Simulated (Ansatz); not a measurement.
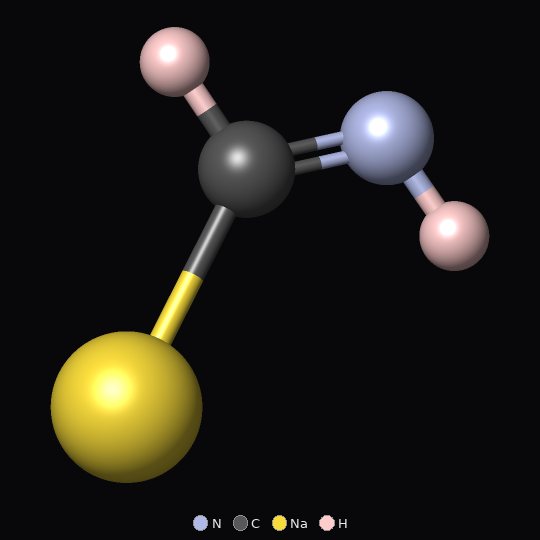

Rendered structure (ball-and-stick style). Double and triple bonds are drawn as two and three sticks.

Computed geometry: PBE0-D4/def2-TZVP optimisation. No frequency run is at hand to confirm it as a minimum.

> Give the formula.

CH2NNa, 5 atoms: 1 carbon, 2 hydrogen, 1 nitrogen and 1 sodium.

> Which point group does it belong to?

Cs.

> How many sets of symmetry-equivalent atoms are there?

5: 1 N, 1 C, 1 Na, 1 H, 1 H.

> What is its SMILES?

[H]/N=[CH]\[Na]

The parts below concern this one geometry. Atoms keep their numbers from picture to picture.

**Geometry**

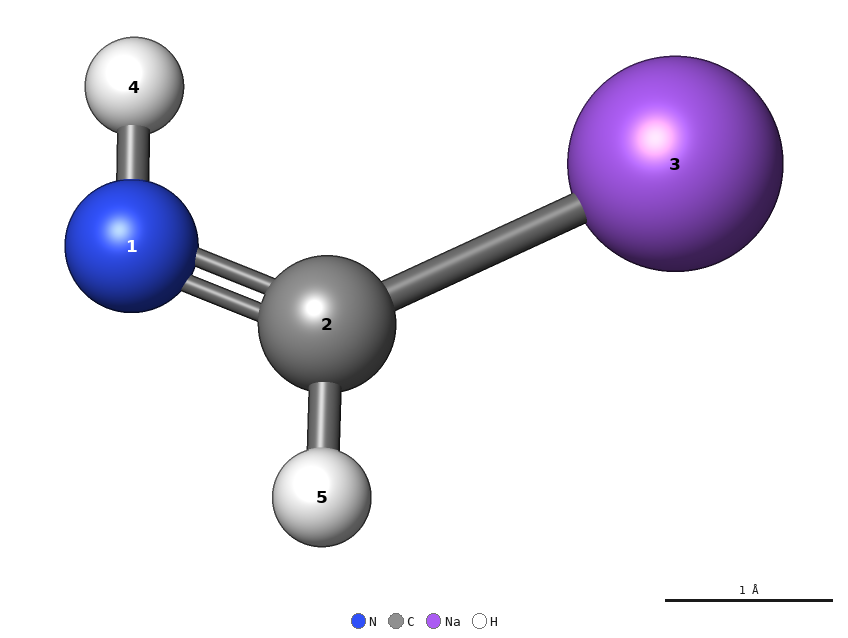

Atoms carry their numbers in the input. No frequency run is at hand to confirm it as a minimum.

Give the bond lengths.

```
  bond  length (Å)
 N1–C2       1.276
 N1–H4       1.022
C2–Na3       2.344
 C2–H5       1.110
```

**Charges**

The questions are on Mulliken charges. No frequency run is at hand to confirm it as a minimum. Properties computed with RKS PBE0-D4/def2-TZVP (Ansatz 0.2.0).

> Which atom carries the highest charge (most positive or least negative)?

Na3 (0.56 e).

> And the lowest?

C2 (−0.53 e).

Give the Mulliken charges atom by atom.

| atom | value (e) |
| --- | --- |
| N1 | −0.32 |
| C2 | −0.53 |
| Na3 | 0.56 |
| H4 | 0.20 |
| H5 | 0.09 |

**Electronic properties**

No frequency run is at hand to confirm it as a minimum. Method: RKS PBE0-D4/def2-TZVPP (Ansatz 0.2.0).

> Give the HOMO energy (Kohn–Sham orbital) at this level.

−4.22 eV.

> Estimate the HOMO–LUMO gap.

2.64 eV.

**Dipole moment**

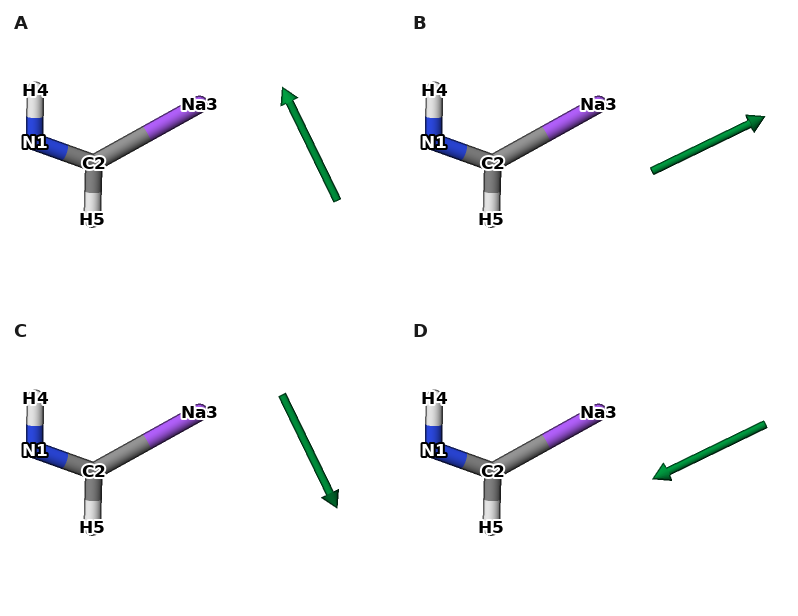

The same molecule four times, each with an arrow. No frequency run is at hand to confirm it as a minimum. Level of theory: RKS PBE0-D4/def2-TZVP (Ansatz 0.2.0).

> Which arrow points along the dipole moment, from the negative to the positive end?

B. The dipole moment is 7.54 D; it points from the side of N1 to the side of Na3 (the outermost atoms at the two ends).

Mulliken values depend strongly on the basis set and can even reverse the polarity of a bond.
